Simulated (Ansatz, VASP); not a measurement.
# Cross-check of BP between VASP and Ansatz, part 2 of 2

One calculation is typed for both programs; each brings its own data sets. How far apart do they land?  Valence electrons are named where the data sets of a main pair hold unlike numbers.

VASP 6.6.1 and Ansatz 0.2.0.

So far. Step 3 (VASP: band structure, PBE): The run ends at a pressure of 1.64 GPa.

## (4) Side by side

Known differences besides the potentials themselves: the cutoff is 420 eV in Ansatz and 340 eV in VASP; VASP leaves aspherical gradient terms in its spheres out (LASPH is not set), Ansatz keeps them. Total energies have different zeros and are not compared.

Both answers:

```
                     quantity  Ansatz   VASP  difference
gap over the path points (eV)   1.221  1.218      +0.002
```

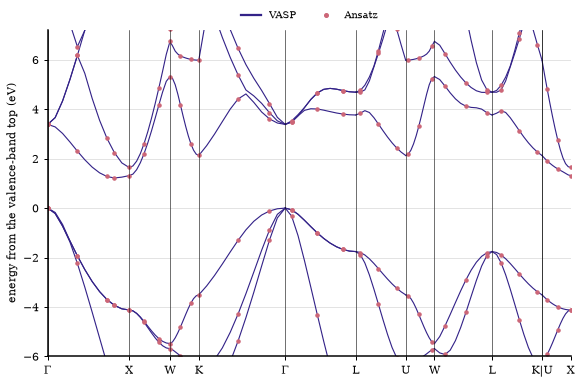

Bands from VASP (lines) and levels from Ansatz (dots). Dots without a line are higher empty bands that the VASP plot leaves out.

Levels at points of the path, from each program's valence-band top (eV; 3 filled, then empty):

```
k (reciprocal lattice)                             Ansatz                               VASP
     0.000 0.000 0.000      0.00 0.00 0.00 3.39 3.39 3.39      0.00 0.00 0.00 3.39 3.39 3.39
     0.182 0.000 0.182   -2.24 -1.93 -1.93 2.30 6.17 6.17   -2.24 -1.93 -1.93 2.30 6.18 6.18
     0.364 0.000 0.364  -6.30 -3.70 -3.70 1.28 2.82 10.23  -6.30 -3.70 -3.70 1.28 2.82 10.24
     0.409 0.000 0.409  -7.30 -3.94 -3.94 1.22 2.24 11.13  -7.30 -3.93 -3.93 1.22 2.24 11.13
     0.500 0.000 0.500  -8.59 -4.12 -4.12 1.31 1.64 12.07  -8.59 -4.12 -4.12 1.31 1.64 12.08
     0.500 0.091 0.591  -8.47 -4.62 -4.58 2.20 2.61 11.01  -8.47 -4.62 -4.58 2.20 2.61 11.01
     0.500 0.182 0.682   -8.18 -5.43 -5.28 4.17 4.86 8.68   -8.18 -5.43 -5.28 4.17 4.86 8.69
     0.500 0.250 0.750   -8.06 -5.69 -5.48 5.31 6.74 7.23   -8.06 -5.69 -5.48 5.32 6.74 7.23
     0.455 0.295 0.750   -8.09 -5.97 -4.81 4.17 6.16 8.09   -8.09 -5.97 -4.81 4.17 6.16 8.10
     0.409 0.341 0.750   -8.15 -6.19 -3.84 2.60 6.01 9.18   -8.15 -6.19 -3.84 2.60 6.02 9.19
```

Among the levels compared at these points, filled levels agree within 2 meV and empty ones within 7 meV. Not compared: the pressure (VASP's GW data sets at this cutoff don't carry it).

## (5) VASP: single point, PBE

A single point gives forces, pressure and levels at one fixed geometry, so differences don't come from the geometry; what else differs is listed under the comparison.

File INCAR:

```
SYSTEM = BP
PREC = Accurate
ENCUT = 340
EDIFF = 1E-08
NELM = 100
ISMEAR = 0
SIGMA = 0.01
LREAL = .FALSE.
ALGO = Normal
GGA = PE
NBANDS = 10
LORBIT = 11
LWAVE = .TRUE.
LCHARG = .FALSE.
KPAR = 8
```

File POSCAR:

```
BP
1.0
    0.0000000000      2.2690000000      2.2690000000
    2.2690000000      0.0000000000      2.2690000000
    2.2690000000      2.2690000000      0.0000000000
B P
1 1
Direct
    0.0000000000      0.0000000000      0.0000000000
    0.2500000000      0.2500000000      0.2500000000
```

File KPOINTS:

```
Automatic mesh
0
Gamma
6 6 6
0 0 0
```

Potentials, in the order of the species: B_GW and P_GW (PBE family, release 64).

Started as:

```sh
mpirun -np 8 vasp_std
```

Numbers of over 12 decimals in the logs are rounded to 6 here.

Log:

```text
[banner, memory and clock lines left out]
running    8 mpi-ranks, on    1 nodes
[...]
[... a notice as in an earlier step ...]

 LDA part: xc-table for (Slater+PW92), standard interpolation
 POSCAR, INCAR and KPOINTS ok, starting setup
[...]
entering main loop
       N       E                     dE             d eps       ncg     rms          rms(c)
DAV:   1     0.854161165107E+01    0.85416E+01   -0.34660E+03   320   0.596E+02
DAV:   2    -0.129403694284E+02   -0.21482E+02   -0.20231E+02   532   0.125E+02
DAV:   3    -0.136149060546E+02   -0.67454E+00   -0.67326E+00   406   0.184E+01
DAV:   4    -0.136225180570E+02   -0.76120E-02   -0.76101E-02   496   0.247E+00
[...]
DAV:  12    -0.128864940058E+02   -0.10290E-05   -0.18600E-06   390   0.113E-02    0.711E-04
DAV:  13    -0.128864938657E+02    0.14007E-06   -0.71177E-08   438   0.174E-03    0.263E-04
DAV:  14    -0.128864938636E+02    0.20586E-08   -0.71815E-09   316   0.598E-04
   1 F= -.12886494E+02 E0= -.12886494E+02  d E =-.303288E-26
 writing wavefunctions
```

OUTCAR, selected parts (step 5):

```text
  Total        0.0918839      0.0918839      0.0918839      0.0000000      0.0000000     -0.0000000
  in kB        6.3011022      6.3011022      6.3011022      0.0000000      0.0000000     -0.0000000
  external PRESSURE =       6.3011022 kB  Pullay stress =       0.0000000 kB

 POSITION                                       TOTAL-FORCE (eV/Angst)
 -----------------------------------------------------------------------------------
      0.00000      0.00000      0.00000         0.000000      0.000000     -0.000000
      1.13450      1.13450      1.13450        -0.000000     -0.000000      0.000000
 -----------------------------------------------------------------------------------
    total drift:                               -0.000000     -0.000000     -0.000000

  FREE ENERGIE OF THE ION-ELECTRON SYSTEM (eV)
  ---------------------------------------------------
  free  energy   TOTEN  =       -12.8864938636 eV

  energy  without entropy=      -12.8864938636  energy(sigma->0) =      -12.88649386

[... 1 part as in an earlier step ...]

[... 2 further parts left out ...]
[key lines of the parts left out:]
E-fermi :   7.2114
```

The gap is read on the k-mesh alone, so it is an upper bound where the band edges lie off the mesh.

## (6) Ansatz: single point, PBE

The same cell, functional, mesh and smearing now go to Ansatz, which takes its cutoff from its data sets.

File input.yaml:

```yaml
crystal:
  lattice:
    - [0.0, 2.269, 2.269]
    - [2.269, 0.0, 2.269]
    - [2.269, 2.269, 0.0]
  atoms:
    - { symbol: B, position: [0.0, 0.0, 0.0] }
    - { symbol: P, position: [0.25, 0.25, 0.25] }
hamiltonian:
  xc: pbe
  pseudopotentials: { kind: paw }
kpoints:
  mp_grid: { grid: [6, 6, 6] }
scf:
  occupations: { method: gaussian, width: 0.01 }
  n_extra_bands: 4
output:
  forces: true
  stress: true
  eigenvalues: true
```

Started as:

```sh
ansatz run input.yaml --threads 2 --pin off --max-ram 4608MiB --backend cpu --events-out ev --progress --plain --runs-dir out
```

Log:

```text
[...]
Crystal: 2 atoms, lattice volume = 23.363 Å³
Basis set: ecut = 420 eV, 459 PW (Γ), exchange–correlation on 48×48×48 points (8 copies of the dense FFT grid, shifted against one another)
Bands: 8, of which v1, the nominal top of the filled ones, is band 4 counted from 1 (3 counted from 0)
Symmetry: 24 space group operations
[...]
k-points: 16 of 216 (time reversal used)
[...]
Free energy (F): -912.429379 eV
[...]
Internal energy: -912.429379 eV  (E = F + TS)
E sigma→0 (E₀):  -912.429379 eV
Fermi energy:    9.937018 eV
[...]
--- Stress (GPa, compression-positive) ---
        1.259095      -0.000000      -0.000000
       -0.000000       1.259095       0.000000
       -0.000000       0.000000       1.259095
  P = ⅓ Tr σ = 1.2591 GPa (12.591 kbar)
--- Band table (eV; the first three rows and the last of 16) ---
[...]
[key lines of the parts left out:]
SCF converged after 7 iterations
```

It took 1 s on 2 threads of Arm Neoverse V1, shared host; peak memory 0.25 GiB.

The run ends at a pressure of 1.26 GPa.

## (7) Comparison

Compared:

```
              quantity  Ansatz   VASP  difference
gap on the k mesh (eV)   1.333  1.332      +0.001
```

Not compared: the pressure (VASP's GW data sets at this cutoff don't carry it). A gap on the mesh is an upper bound, since the band edges may lie between its points.

## (8) Summary of results

* largest difference of a filled level at the path points (band structure, PBE): 2.2 meV
* difference in gap on the k mesh (single point, PBE): 0.0014 eV

**Reading.** The largest difference of a filled level at the path points is 2.2 meV (band structure, PBE), within the 80 meV picked in this series as the mark of a large difference. How closely two codes agree says nothing of how well the functional describes the real material.

[Lines on the potential files, build, host, timing and source positions are cut from VASP's logs without a mark.]

[Logs are printed without paths, hosts, clocks, repeated set-up lines and the standing remarks that a program may print on its own settings, such as how far it seeks lower states.]

[Hosts, paths, dates, database ids (printed as entryN), source tags and the programs' standing remarks are cut or masked in the printed files.]
